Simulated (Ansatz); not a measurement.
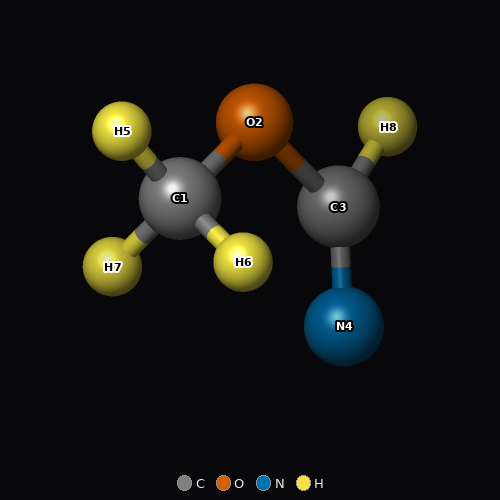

The system is C₂H₄NO, SMILES COC=[N-], charge −1; the picture shows the reference structure. 
- The first coordinate is: angle C1–O2–C3; the second: change of the bonds O2–C1, O2–C3, all alike.
- Nothing is relaxed (all other coordinates rigid).
- The grid has 11 × 11 points.
- Points are written as (first, second).
- Energies: kJ/mol, counted from the lowest grid point.
- Theory: Ansatz, RKS CAM-B3LYP-D4/def2-SVPD.

Its coordinates:

```xyz
8

C     0.1195    0.9269   -0.4473
O     0.0527   -0.4341   -0.7236
C    -0.1547   -1.2715    0.5338
N    -0.2576   -0.8609    1.6680
H     0.2627    1.4662   -1.3982
H     0.9506    1.1696    0.2419
H    -0.7986    1.2939    0.0496
H    -0.1747   -2.2902    0.0757
```

Range: angle C1–O2–C3 from 67.3 to 157.3°; change of the bonds O2–C1, O2–C3, all alike from −0.160 to 0.248 Å.

> What landscape does the calculation give?

The lowest grid point is at (112.3°, 0.003 Å). It is the only kind of minimum in the scanned range. The highest grid point, (67.3°, −0.160 Å), lies 1343 kJ/mol above the lowest. Round the minimum the valley is somewhat tilted: raising angle C1–O2–C3 shifts the best value of the second coordinate downwards (coupling k₁₂/√(k₁₁k₂₂) about 0.2).

```csv
"second ↓, first →",67.3,76.3,85.3,94.3,103.3,112.3,121.3,130.3,139.3,148.3,157.3
0.248,524,258,145,103,92,96,106,121,137,152,167
0.207,558,264,134,84,69,72,83,98,116,133,149
0.166,599,275,128,68,49,50,61,77,96,115,132
0.125,650,293,126,55,32,31,42,59,79,99,118
0.085,708,319,131,49,19,15,26,43,65,87,107
0.044,779,356,144,48,11,4,14,32,54,77,99
0.003,862,405,168,56,11,0,8,25,49,73,96
−0.038,958,468,204,75,20,4,9,27,50,76,100
−0.079,1069,548,255,107,41,19,21,38,61,87,112
−0.120,1197,648,325,156,77,48,47,61,84,111,136
−0.160,1343,769,415,224,131,94,88,100,122,148,174
```

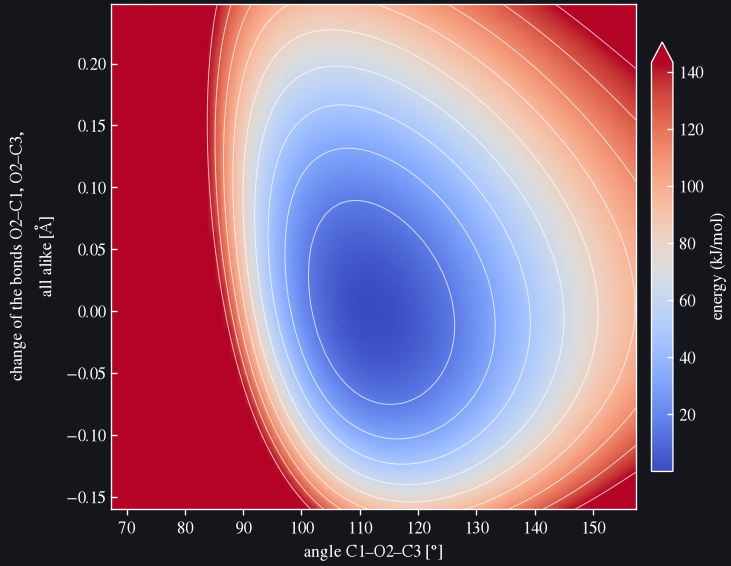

The picture shows a smooth colour map with a few white contour lines, one colour for all values above the top of the scale. Between grid points the surface is interpolated.

The whole map (121 points run) took 7.9 min on 1 thread of Arm Neoverse V2, with other jobs on the host.
